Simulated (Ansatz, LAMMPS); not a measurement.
# A vacancy of C at several sites of regrown after partial melting: C with 5 % Si on C sites, (111) (192 atoms)

Aim: make a vacancy of C at several sites of regrown after partial melting: C with 5 % Si on C sites, (111) (192 atoms), relax each, and compare their energies.

Program: Ansatz 0.2.0. Level of theory: Kohn-Sham DFT, PBE, PAW (set soft_1), plane waves. Results are calculated unless marked as measured.

## (1) Set-up

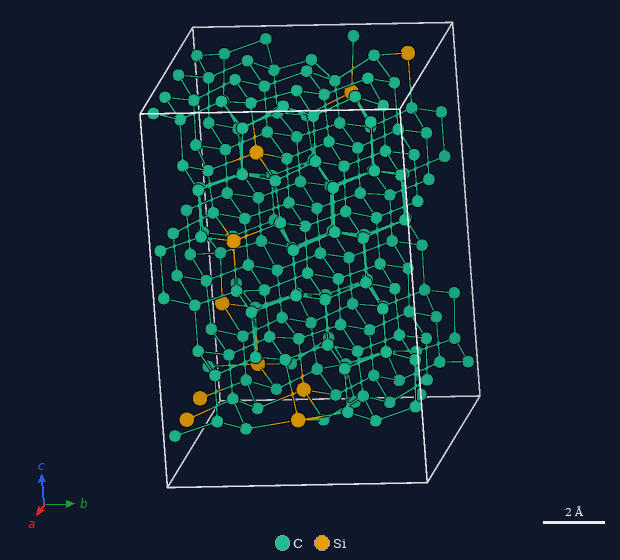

The starting structure, seen from the side, with the c axis up (carbon teal, silicon orange). Some periodic images of atoms are drawn too.

The cell holds 192 atoms: 182 C and 10 Si. Cell: a = 10.086 Å, b = 8.735 Å, c = 12.869 Å, α = 90.0°, β = 90.0°, γ = 90.0°. It derives from C (diamond C) and Si. A 2 x 1 x 2 block of diamond C (a = 3.566 Å), 5 % of C replaced at random by Si with its (111) planes normal to z; the lower 50 % held fixed, the rest melted at 8000 K for 10 ps and cooled to 500 K at 50 K/ps with the Tersoff potential (Tersoff, Phys. Rev. B 39, 5566 (1989)); then all atoms free for 10 ps at 500 K, the cell's length along z at zero stress. Regions: crystal, 96 atoms (94 C and 2 Si); remelted part, 96 atoms (88 C and 8 Si).

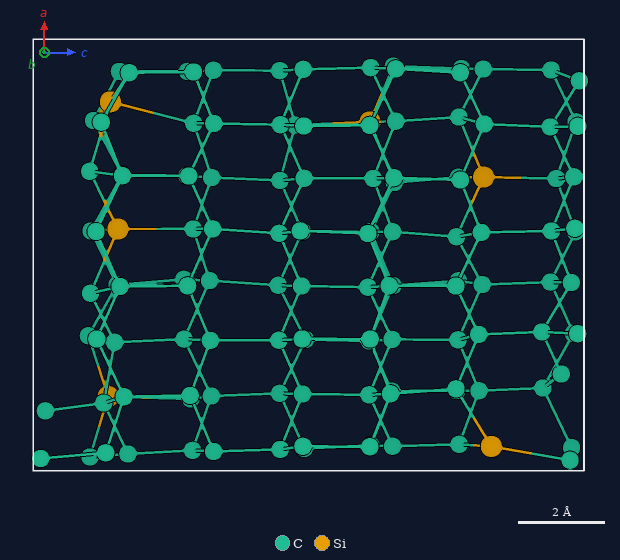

A slice 6 Å thick through the middle of the cell.

Limits known from the start: The network of bonds at the start is that of the classical potential that made the cell, and needn't be the one that DFT or experiment would give.

## (2) Single point at the start

The forces at the start show how far the geometry lies from a minimum of this functional.

Input file input.yaml:

```yaml
crystal:
  lattice:
    - [10.08617, 0.0, 0.0]
    - [0.0, 8.73488, 0.0]
    - [0.0, 0.0, 12.86903]
  atoms:
    - { symbol: C, position: [0.92795, 0.35942, 0.32724] }
    - { symbol: C, position: [0.92703, 0.35528, 0.44776] }
    - { symbol: C, position: [0.30416, 0.27311, 0.49455] }
    - { symbol: C, position: [0.30083, 0.27231, 0.61053] }
    - { symbol: C, position: [0.05193, 0.27041, 0.49224] }
    - { symbol: C, position: [0.05903, 0.27432, 0.61347] }
    - { symbol: C, position: [0.93, 0.53242, 0.49036] }
    - { symbol: C, position: [0.93398, 0.53589, 0.61292] }
    - { symbol: C, position: [0.17244, 0.85614, 0.32546] }
    - { symbol: C, position: [0.18263, 0.86112, 0.4481] }
    - { symbol: C, position: [0.0569, 0.77974, 0.48975] }
    - { symbol: C, position: [0.05593, 0.78271, 0.61134] }
    - { symbol: C, position: [0.30567, 0.77548, 0.48857] }
    - { symbol: C, position: [0.30535, 0.7794, 0.612] }
    - { symbol: C, position: [0.17971, 0.0237, 0.49244] }
    - { symbol: C, position: [0.18244, 0.02123, 0.61317] }
    - { symbol: C, position: [0.17803, 0.51848, 0.48897] }
    - { symbol: C, position: [0.17615, 0.52313, 0.61002] }
    - { symbol: C, position: [0.0571, 0.43904, 0.65254] }
    - { symbol: C, position: [0.06151, 0.42511, 0.77348] }
    - { symbol: C, position: [0.30456, 0.43985, 0.65152] }
    - { symbol: C, position: [0.30354, 0.43705, 0.7716] }
    - { symbol: C, position: [0.17866, 0.69127, 0.64875] }
    - { symbol: C, position: [0.19, 0.69823, 0.7679] }
    - { symbol: C, position: [0.92954, 0.02343, 0.48941] }
    - { symbol: C, position: [0.9263, 0.0224, 0.61593] }
    - { symbol: C, position: [0.3086, 0.93494, 0.65205] }
    - { symbol: C, position: [0.30737, 0.93816, 0.77627] }
    - { symbol: C, position: [0.05602, 0.94428, 0.65523] }
    - { symbol: C, position: [0.0578, 0.94446, 0.7745] }
    - { symbol: C, position: [0.93746, 0.18542, 0.65394] }
    - { symbol: C, position: [0.93172, 0.18629, 0.77768] }
    [... 154 atom lines left out ...]
    - { symbol: C, position: [0.55092, 0.104, 0.81095] }
    - { symbol: C, position: [0.55464, 0.10901, 0.93191] }
    - { symbol: C, position: [0.8021, 0.10538, 0.81374] }
    - { symbol: C, position: [0.80952, 0.10905, 0.93918] }
    - { symbol: Si, position: [0.68043, 0.36438, 0.81782] }
    - { symbol: C, position: [0.02474, 0.62101, 0.97484] }
kpoints:
  mp_grid: { grid: [1, 2, 1] }
hamiltonian:
  xc: pbe
  pseudopotentials: { kind: paw, azcp: { folder: soft_1 } }
scf:
  occupations: { method: gaussian, width: 0.05 }
output:
  forces: true
```

The run is started by

```sh
$ ansatz run input.yaml --threads 4 --pin off --max-ram 15872MiB --backend cpu --events-out ev --progress --plain --runs-dir out
```

Numbers of over 12 decimals in the logs are rounded to 6 here.

What it wrote:

```text
[...]
Pseudopotentials: kind: paw
Pseudopotential: C, paw, valence charge 4, recommended cutoff 420 eV (normal), soft_1/C.paw.azcp
Pseudopotential: Si, paw, valence charge 4, recommended cutoff 420 eV (normal), soft_1/Si.paw.azcp
[... 5 lines on functional and potentials left out ...]
Crystal: 192 atoms, lattice volume = 1133.781 Å³
Basis set: ecut = 420 eV, 22175 PW (Γ), exchange–correlation on 144×120×180 points (8 copies of the dense FFT grid, shifted against one another)
Bands: 576, of which v1, the nominal top of the filled ones, is band 384 counted from 1 (383 counted from 0)
Symmetry: 1 space group operations
Space group: P1 (ITA 1), of the structure as read, at distance tolerance 1.0e-4 Å
k-points: 2
[... 5 lines on functional and potentials left out ...]
Initial density: superposition of atomic densities (chi_scale 0.1, normalization cell, long waves kept (reshape's long-wave potential 0.79 eV rms))
Initial wavefunctions: pseudopotential atomic-orbital guess
[...]
SCF iter   1: F=—  HF=-52017.207756 eV  |F-HF|=—  |Δ(HF+E_count)|=         —  Δρ=1.48e-1  dr2=2.46e2  ethr=3.10e-3  ⟨swp⟩=6.0  Hψ=5295  notcnv=0  defer=280
preconditioner: auto → Resta (q_TF=auto, 2.557 Å⁻¹)  ε∞=4.5  [insulator: Δε(μ)=0.124 eV  Ē_g=16.419 eV  σ=0.050 eV  W_gap=0.92  n_scr=336 (ndim 8)  ℏωp=30.6 eV  f_vac=0.000  D(μ)=7.49/eV (n_scr^D=28)  ε∞_Penn≈4.5]
[...]
SCF iter   9: F=—  HF=-51942.495918 eV  |F-HF|=—  |Δ(HF+E_count)|=   2.41e-2  Δρ=9.06e-4  dr2=5.20e-2  ethr=2.75e-5  ⟨swp⟩=1.5  Hψ=1083  notcnv=0  defer=372
SCF iter  10: F=—  HF=-51942.498522 eV  |F-HF|=—  |Δ(HF+E_count)|=   2.60e-3  Δρ=4.11e-3  dr2=2.53e-1  ethr=6.77e-6  ⟨swp⟩=2.0  Hψ=1027  notcnv=0  defer=110  recentre
automatic band count: iteration 10 solves 445 bands in place of 576: the levels show a gap, and the empty bands left out lie too high to hold charge; the band table lists the bands solved (type scf.n_extra_bands for more)
SCF iter  11: F=—  HF=-51942.489540 eV  |F-HF|=—  |Δ(HF+E_count)|=   8.98e-3  Δρ=1.73e-3  dr2=3.97e-2  ethr=6.77e-6  ⟨swp⟩=2.0  Hψ=786  notcnv=0  defer=110
SCF iter  12: F=—  HF=-51942.487844 eV  |F-HF|=—  |Δ(HF+E_count)|=   1.70e-3  Δρ=3.19e-4  dr2=3.07e-3  ethr=5.17e-6  ⟨swp⟩=3.5  Hψ=909  notcnv=0  defer=109
[...]
SCF iter  18: F=—  HF=-51942.487557 eV  |F-HF|=—  |Δ(HF+E_count)|=   1.33e-7  Δρ=1.81e-6  dr2=3.25e-7  ethr=1.55e-10  ⟨swp⟩=2.5  Hψ=1151  notcnv=0  defer=109
SCF iter  19: F=-51942.487557 eV  HF=-51942.487557 eV  |F-HF|=7.08e-8  |Δ(HF+E_count)|=   3.51e-8  Δρ=9.88e-7  dr2=7.48e-8  ethr=1.30e-11  ⟨swp⟩=4.0  Hψ=2274  notcnv=0
SCF 1 converged in 19 iterations: F = -51942.487557 eV  dr2 = 7.48e-8
[...]
SCF converged after 19 iterations
Free energy (F): -51942.487557 eV
Harris-Foulkes:  -51942.487557 eV  (|F-HF|=7.08e-8)
Internal energy: -51942.461143 eV  (E = F + TS)
E sigma→0 (E₀):  -51942.474350 eV
Entropy (-TS):   -0.026414 eV (-0.138 meV/atom)
Fermi energy:    14.273235 eV
--- Per-component energies (eV) ---
[...]
Σ components = -51942.487557   (vs F -51942.487557, Δ=0.00e0)
--- Forces (eV/Å), atoms counted from 1 ---
  atom   1  C     -0.15623501     0.16746556     0.78781934
  atom   2  C      0.97112361     1.41044589    -0.31553093
  atom   3  C      0.08468592     1.74508594    -1.61142916
  atom   4  C      2.66716471     1.22453075     1.59038059
[...]
atom 192  C      0.84772361    -2.22706195     0.62472667
  max |Σ_I F_I| component: 2.07e-4 eV/Å
```

Elapsed: 68 s, on 4 threads of Arm Neoverse V1, shared host; peak memory 6 GiB; 4.4 min of CPU time.

Reading the cycles: dr2 is the Hartree energy of the density residual (eV), the measure of convergence; HF is the Harris–Foulkes estimate of the energy, which meets the free energy F at convergence.

The r.m.s. force at the start is 1.3 eV/Å.

## (3) Relaxation

With the cell held, the atoms are moved downhill towards a nearby minimum.

Input file input.yaml:

```yaml
crystal:
  lattice:
    - [10.08617, 0.0, 0.0]
    - [0.0, 8.73488, 0.0]
    - [0.0, 0.0, 12.86903]
  atoms:
    [... the 192 atom lines of step 2 ...]
kpoints:
  mp_grid: { grid: [1, 2, 1] }
hamiltonian:
  xc: pbe
  pseudopotentials: { kind: paw, azcp: { folder: soft_1 } }
scf:
  occupations: { method: gaussian, width: 0.05 }
output:
  forces: true
relax:
  f_tol: 0.05
  max_steps: 120
```

What it wrote:

```text
[...]
Crystal: 192 atoms, lattice volume = 1133.781 Å³
Basis set: ecut = 420 eV, 22175 PW (Γ), exchange–correlation on 144×120×180 points (8 copies of the dense FFT grid, shifted against one another)
Bands: 576, of which v1, the nominal top of the filled ones, is band 384 counted from 1 (383 counted from 0)
Symmetry: 1 space group operations
[...]
k-points: 2
[...]
SCF iter   1: F=—  HF=-52017.207756 eV  |F-HF|=—  |Δ(HF+E_count)|=         —  Δρ=1.48e-1  dr2=2.46e2  ethr=3.10e-3  ⟨swp⟩=6.0  Hψ=5295  notcnv=0  defer=280
[...]
SCF iter  14: F=—  HF=-51942.487568 eV  |F-HF|=—  |Δ(HF+E_count)|=   9.62e-5  Δρ=5.31e-5  dr2=9.67e-5  ethr=2.35e-7  ⟨swp⟩=1.0  Hψ=967  notcnv=0  defer=371
SCF iter  15: F=-51942.487550 eV  HF=-51942.487559 eV  |F-HF|=8.75e-6  |Δ(HF+E_count)|=   9.22e-6  Δρ=1.25e-5  dr2=9.49e-6  ethr=8.14e-9  ⟨swp⟩=3.0  Hψ=2285  notcnv=0
SCF 1 converged in 15 iterations: F = -51942.487550 eV  dr2 = 9.49e-6
[...]
relax step   1: F+E_penalty+E_count = -51942.48754997 eV  Δ(F+E_penalty+E_count) = +0.000e0 eV  max|allowed force component| = 5.427e0 eV/Å  Δτ_max = 0.0000 Å  (15 SCF iters, dr2 threshold 6.25e-5 eV, accepted)
[...]
relax step   2: F+E_penalty+E_count = -51951.59381599 eV  Δ(F+E_penalty+E_count) = -9.106e0 eV  max|allowed force component| = 3.381e0 eV/Å  Δτ_max = 0.1146 Å  (6 SCF iters, dr2 threshold 1.00e-4 eV, accepted)
[...]
relax step   3: F+E_penalty+E_count = -51954.70963684 eV  Δ(F+E_penalty+E_count) = -3.116e0 eV  max|allowed force component| = 1.511e0 eV/Å  Δτ_max = 0.2000 Å  (6 SCF iters, dr2 threshold 1.00e-4 eV, accepted)
relax step   4: F+E_penalty+E_count = -51955.28584469 eV  Δ(F+E_penalty+E_count) = -5.762e-1 eV  max|allowed force component| = 9.371e-1 eV/Å  Δτ_max = 0.1249 Å  (7 SCF iters, dr2 threshold 1.00e-4 eV, accepted)
relax step   5: F+E_penalty+E_count = -51955.07799009 eV  Δ(F+E_penalty+E_count) = +2.079e-1 eV  max|allowed force component| = 3.462e0 eV/Å  Δτ_max = 0.1649 Å  (6 SCF iters, dr2 threshold 1.00e-4 eV, rejected (line search))
relax step   6: F+E_penalty+E_count = -51955.45019773 eV  Δ(F+E_penalty+E_count) = -1.644e-1 eV  max|allowed force component| = 5.292e-1 eV/Å  Δτ_max = 0.0825 Å  (7 SCF iters, accepted)
relax step   7: F+E_penalty+E_count = -51955.56605903 eV  Δ(F+E_penalty+E_count) = -1.159e-1 eV  max|allowed force component| = 9.837e-1 eV/Å  Δτ_max = 0.0961 Å  (6 SCF iters, dr2 threshold 8.93e-5 eV, accepted)
relax step   8: F+E_penalty+E_count = -51955.65061607 eV  Δ(F+E_penalty+E_count) = -8.456e-2 eV  max|allowed force component| = 7.762e-1 eV/Å  Δτ_max = 0.1500 Å  (6 SCF iters, dr2 threshold 1.00e-4 eV, accepted)
relax step   9: F+E_penalty+E_count = -51955.67333218 eV  Δ(F+E_penalty+E_count) = -2.272e-2 eV  max|allowed force component| = 5.038e-1 eV/Å  Δτ_max = 0.0521 Å  (6 SCF iters, dr2 threshold 1.00e-4 eV, accepted)
relax step  10: F+E_penalty+E_count = -51955.68431427 eV  Δ(F+E_penalty+E_count) = -1.098e-2 eV  max|allowed force component| = 7.536e-1 eV/Å  Δτ_max = 0.0377 Å  (6 SCF iters, dr2 threshold 1.00e-4 eV, accepted)
relax step  11: F+E_penalty+E_count = -51955.69532419 eV  Δ(F+E_penalty+E_count) = -1.101e-2 eV  max|allowed force component| = 1.258e-1 eV/Å  Δτ_max = 0.0130 Å  (6 SCF iters, dr2 threshold 1.00e-4 eV, accepted)
[...]
relax step  12: F+E_penalty+E_count = -51955.69902411 eV  Δ(F+E_penalty+E_count) = -3.700e-3 eV  max|allowed force component| = 3.878e-2 eV/Å  Δτ_max = 0.0048 Å  (6 SCF iters, accepted)
SCF converged after 6 iterations
Free energy (F): -51955.699024 eV
[...]
Internal energy: -51955.684796 eV  (E = F + TS)
E sigma→0 (E₀):  -51955.691910 eV
Entropy (-TS):   -0.014228 eV (-0.074 meV/atom)
Fermi energy:    14.509291 eV
[...]
Σ components = -51955.699024   (vs F -51955.699024, Δ=0.00e0)
--- Forces (eV/Å), atoms counted from 1 ---
  atom   1  C     -0.00233411     0.00377114    -0.00130572
  atom   2  C      0.00339417    -0.00231765     0.00081667
  atom   3  C      0.00060929    -0.00278651     0.00028322
  atom   4  C     -0.00357590    -0.00204256    -0.00072618
[...]
atom 192  C      0.00007270     0.01667453     0.01324422
  max |Σ_I F_I| component: 1.57e-5 eV/Å
--- Relaxed structure (12 steps of the walk, 11 accepted, 0 SCFs on fresh bases) ---
  F+E_penalty+E_count = -51955.69902411 eV   max|allowed force component| = 3.878e-2 eV/Å
  atoms:
    - { symbol: C, position: [0.930478, 0.360736, 0.329693] }
    - { symbol: C, position: [0.931644, 0.359498, 0.447890] }
    - { symbol: C, position: [0.305496, 0.277486, 0.492766] }
    - { symbol: C, position: [0.305476, 0.276310, 0.612582] }
[...]
- { symbol: C, position: [0.00643145, 0.607019, 1.003938] }
```

The job ended after 7.9 min (4 threads; peak memory 6.1 GiB).

The relaxation converged after 12 steps, 13.2 eV below its start, with a largest force component of 0.039 eV/Å.

## (4) Single point at the relaxed geometry

The electronic structure is read at the final geometry, in a run of its own.

Input file input.yaml:

```yaml
crystal:
  lattice:
    - [10.08617, 0.0, 0.0]
    - [0.0, 8.73488, 0.0]
    - [0.0, 0.0, 12.86903]
  atoms:
    - { symbol: C, position: [0.93048, 0.36074, 0.32969] }
    - { symbol: C, position: [0.93164, 0.3595, 0.44789] }
    - { symbol: C, position: [0.3055, 0.27749, 0.49277] }
    - { symbol: C, position: [0.30548, 0.27631, 0.61258] }
    - { symbol: C, position: [0.05554, 0.27499, 0.49011] }
    - { symbol: C, position: [0.05982, 0.27251, 0.61131] }
    [... 180 atom lines left out ...]
    - { symbol: C, position: [0.55164, 0.10342, 0.81435] }
    - { symbol: C, position: [0.5531, 0.10781, 0.93276] }
    - { symbol: C, position: [0.80582, 0.10316, 0.81593] }
    - { symbol: C, position: [0.80339, 0.10903, 0.93931] }
    - { symbol: Si, position: [0.68059, 0.35972, 0.81811] }
    - { symbol: C, position: [0.00643, 0.60702, 0.00394] }
kpoints:
  mp_grid: { grid: [1, 2, 1] }
hamiltonian:
  xc: pbe
  pseudopotentials: { kind: paw, azcp: { folder: soft_1 } }
scf:
  occupations: { method: gaussian, width: 0.05 }
output:
  forces: true
  stress: true
  populations: true
  dos:
    method: { smearing: { sigma: 0.1 } }
    de: 0.1
    projected: { site_lists: { C: [C], Si: [Si] } }
  eigenvalues: true
  write_density: true
  write_potential: true
  volumetric_format: npy
```

What it wrote:

```text
[...]
Crystal: 192 atoms, lattice volume = 1133.781 Å³
Basis set: ecut = 420 eV, 22175 PW (Γ), exchange–correlation on 144×120×180 points (8 copies of the dense FFT grid, shifted against one another)
Bands: 576, of which v1, the nominal top of the filled ones, is band 384 counted from 1 (383 counted from 0)
Symmetry: 1 space group operations
[...]
k-points: 2
[...]
SCF iter   1: F=—  HF=-52028.132771 eV  |F-HF|=—  |Δ(HF+E_count)|=         —  Δρ=1.47e-1  dr2=2.14e2  ethr=3.10e-3  ⟨swp⟩=6.0  Hψ=5302  notcnv=0  defer=276
[...]
SCF iter  11: F=-51955.699008 eV  HF=-51955.699008 eV  |F-HF|=1.96e-8  |Δ(HF+E_count)|=   9.79e-9  Δρ=1.15e-6  dr2=2.90e-8  ethr=1.30e-11  ⟨swp⟩=19.5  Hψ=11894  notcnv=0
SCF 1 converged in 11 iterations: F = -51955.699008 eV  dr2 = 2.90e-8
[...]
SCF converged after 11 iterations
Free energy (F): -51955.699008 eV
[...]
Internal energy: -51955.684786 eV  (E = F + TS)
E sigma→0 (E₀):  -51955.691897 eV
Entropy (-TS):   -0.014222 eV (-0.074 meV/atom)
Fermi energy:    14.509385 eV
[...]
--- Forces (eV/Å), atoms counted from 1 ---
  atom   1  C     -0.00343342     0.00241472     0.00075765
  atom   2  C      0.00670407    -0.00203557     0.00092663
  atom   3  C     -0.00015385    -0.00531875    -0.00261091
  atom   4  C     -0.00500342    -0.00266406     0.00150533
  atom   5  C      0.00130786     0.00174879     0.00171454
  atom   6  C     -0.00231253    -0.00414828    -0.00430435
  atom   7  C     -0.00000800     0.00061989     0.00121587
  atom   8  C      0.00427817    -0.00065172     0.00270733
  atom   9  C      0.00311738    -0.00077982     0.00210953
  atom  10  C     -0.00181692     0.00015270     0.00215031
  atom  11  C      0.00128133     0.00031464    -0.00171752
  atom  12  C      0.00055901    -0.00460449    -0.00067832
  atom  13  C      0.00145745     0.00046295    -0.00187920
  atom  14  C      0.00332546     0.00161125    -0.00318424
[...]
atom 191  Si     0.01940872     0.00336439     0.01298230
  atom 192  C      0.00268910     0.01558922     0.01366197
  max |Σ_I F_I| component: 2.09e-5 eV/Å
--- Stress (GPa, compression-positive) ---
       32.699224      -1.970207      -1.266323
       -1.970207      31.621188       2.282782
       -1.266324       2.282782      -2.664000
  P = ⅓ Tr σ = 20.5521 GPa (205.521 kbar)
--- Band table (eV) ---
[...]
--- Löwdin populations: 192 sites ---
  site symbol       q [e]
     0      C      3.9754
     1      C      3.9846
     2      C      3.9828
[...]
191      C      3.9252
  spilling = 0.004266 (of n_electrons = 768.000000)
```

Run time: 2.1 min. Hardware: 4 threads; peak memory 6 GiB; 8.1 min of CPU time.

Read from the output:

- free energy: -51955.6990 eV
- free energy per atom: -270.6026 eV/atom
- SCF cycles: 11
- pressure: 20.55 GPa
- r.m.s. force component: 0.00698 eV/Å
- longest force: 0.04679 eV/Å
- Fermi energy: 14.51 eV
- levels partly filled by over 2 per cent: 2
- spilling of the projection: 0.004266

(Part 1 of 2 ends here.)

[Logs are printed without paths, hosts, clocks, repeated set-up lines and the standing remarks that a program may print on its own settings, such as how far it seeks lower states.]

[Hosts, paths, dates, database ids (printed as entryN), source tags and the programs' standing remarks are cut or masked in the printed files.]
